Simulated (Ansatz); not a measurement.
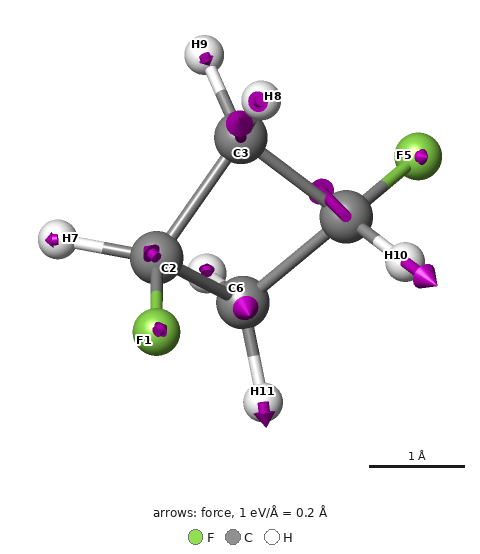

Starting geometry of C$_{4}$H$_{6}$F$_{2}$ (coarse preliminary run) with the computed forces as purple arrows. The picture is a ball-and-stick view, seen at a tilt.

The start comes from a force field.

Theory: RKS PBE-D4/def2-SVP in Ansatz. Settings: force threshold 0.03 eV/Å; at most 200 steps.

Is this structure relaxed? If not, where do the atoms go?

It isn't relaxed: the largest force vector, on a C atom, is 5.66 eV/Å. The final displacements follow the starting forces only in part (cosine between the two patterns 0.61). After 6 geometry steps the energy has fallen by 12.8 kcal/mol. The largest force component goes from 4.9 to 0.0054 eV/Å. The largest moves after the best rigid fit, 0.088 Å, are those of C and H atoms. Largest moves by element: H 0.088 Å, C 0.088 Å, F 0.062 Å. Among the contacts that change: C–H 1.033 → 1.111 Å, C–H 1.160 → 1.107 Å, C–C 1.491 → 1.544 Å, C–H 1.073 → 1.107 Å. Bond angles that change, for instance: C–C–H 120.1° → 109.8°, C–C–H 116.5° → 109.8°, C–C–H 112.7° → 119.4°. The run took 8 s on 4 threads of Arm Neoverse V2 (shared host).
